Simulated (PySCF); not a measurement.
Input file:

```
{"job": {"kind": "uv", "xc": "PBE0", "basis": "def2-SVPD", "nstates": 8, "ntriplets": 3}, "charge": 0, "multiplicity": 1}
N      2.128590     0.326354     0.027291
C      0.915533     0.385036     0.349008
C     -0.202943    -0.263721    -0.328757
C     -1.458160    -0.147113     0.080960
F     -1.864719     0.550764     1.126900
F     -2.499016    -0.719258    -0.503692
H      2.331404    -0.238938    -0.796909
H      0.667377     0.979633     1.222580
H     -0.004505    -0.866764    -1.202562
```

Command:

```sh
OMP_NUM_THREADS=1 python probes_run.py task.json out
```

Geometry: GFN2-xTB.

All numbers below come from PBE0/def2-SVPD, SCF density, gas phase (PySCF).

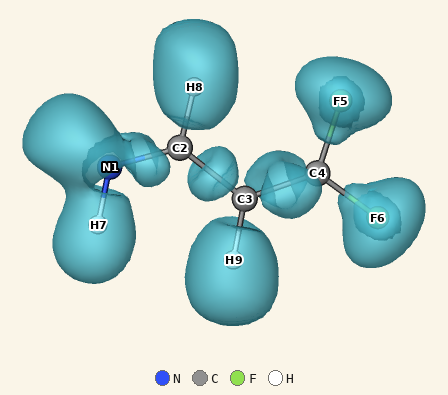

C3H3F2N. Isosurface of the ELF at 0.75 (cyan), seen at a tilt. Core shells and regions of very low density are left out.

**What do the ELF domains correspond to?**

The surface consists of two regions between bonded C–C atoms (shared pairs), two regions around hydrogen nuclei, two regions on F in which the atom's valence shell and bonds are merged and one joined region spread over several atoms (H, N), in which their bonds and any lone pairs are merged. Along the contacts the grid gives the following. C–N (1.26 Å): the ELF peaks at about 0.90 between the atoms (a short, multiple covalent bond). C–F (1.32 Å): the ELF peaks at about 0.85 between the atoms: a shared but strongly polarised pair.
